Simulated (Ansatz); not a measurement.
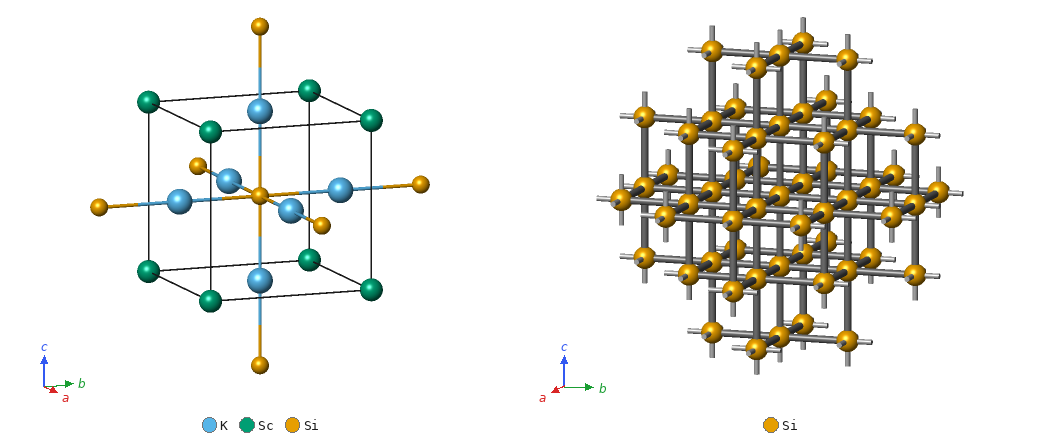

Left: the structure. Right: its underlying net. Nodes are coloured by element. Short stubs are edges that leave the cut-out.

System K3ScSi (space group Pm-3m, No. 221); source of the atomic positions: the end point of a relaxation with DFT PBE, scalar-relativistic, plane waves, PAW (Ansatz 0.2.0); the starting structure was generated, so it need not be a known form of this composition.

Bonds are taken as K–Si below 3.6 Å; no other contact counts. Atoms with one bond or none are removed and atoms with two bonds are replaced by edges, until no such atom is left.

The result is a uninodal 6-connected, three-periodic net: Si is a 6-connected node. K becomes part of the edges. Sc drops out. It is the pcu net, known from NaCl, ReO3 and the B-X framework of perovskite. It is a single net, without interpenetration.

```json
{"node": "Si", "links": "6", "point symbol": "4¹²·6³", "coordination sequence": "6 18 38 66 102"}
```
